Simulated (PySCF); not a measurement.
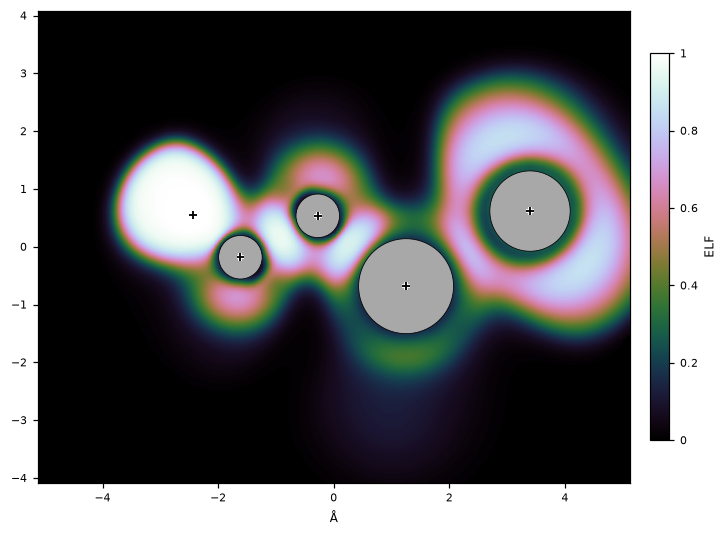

The ELF on a plane through atoms (crosses mark nuclei in the plane; grey discs cover the cores).

Computed with PySCF 2.14.0, CAM-B3LYP/def2-SVPD, SCF density, gas phase, scalar-relativistic core potentials on the heavy atoms.

Candidates:
A. C$_{2}$H$_{5}$GeI$_{3}$ (SMILES C[CH2][Ge]([I])([I])[I])
B. H$_{8}$O$_{2}$SSi$_{3}$ (SMILES [SiH3]O[SiH2]O[SiH2]S)
C. C$_{4}$H$_{4}$Ge (SMILES [H][Ge]([H])([C]#C)[C]#C)

Question: Which candidate gave the map?

Answer: Candidate A: C$_{2}$H$_{5}$GeI$_{3}$ on the plane of atoms C2, C3 and H6, which holds Ge, C, H and I. C–C (1.52 Å): the ELF peaks at about 0.95 between the atoms, as expected for a shared electron pair. C–Ge (1.95 Å): the ELF peaks at about 0.90 in the valence shell of C, 0.7 Å from its nucleus, and is about 0.75 at the midpoint.
